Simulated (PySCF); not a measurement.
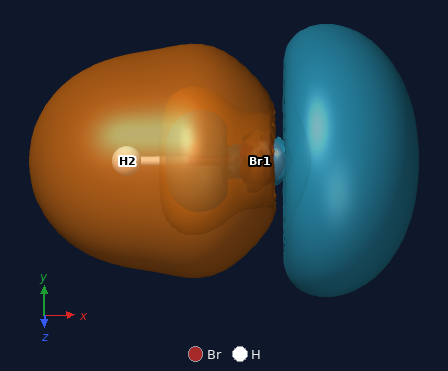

Figure 1: BrH, SMILES `Br`. Change of the electron density in a uniform field of 0.21 V/Å, surfaces at ±0.001 e/Å³ (light blue: gain, orange: loss).

Level of theory: B3LYP/def2-SVPD (PySCF), at a geometry from GFN2-xTB. No frequency check shows the geometry to be a minimum. GFN2-xTB bond lengths at metals and heavier atoms can be off by up to 0.1 Å and shapes distorted, which carries into these values.

**Along which Cartesian direction does the field point?**

Along −x: electrons gather on the +x side, against the field.

**How large is the response?**

The induced dipole is 0.25 D (along the field); α along this axis, from the fields in both directions, is 25 bohr³ (3.7 Å³).

**Which atoms gain and lose the most charge?**

Electrons gather most on Br1 (Hirshfeld charge changes by −0.012 e) and leave H2 most (+0.012 e); 0.025 electrons are displaced in all.
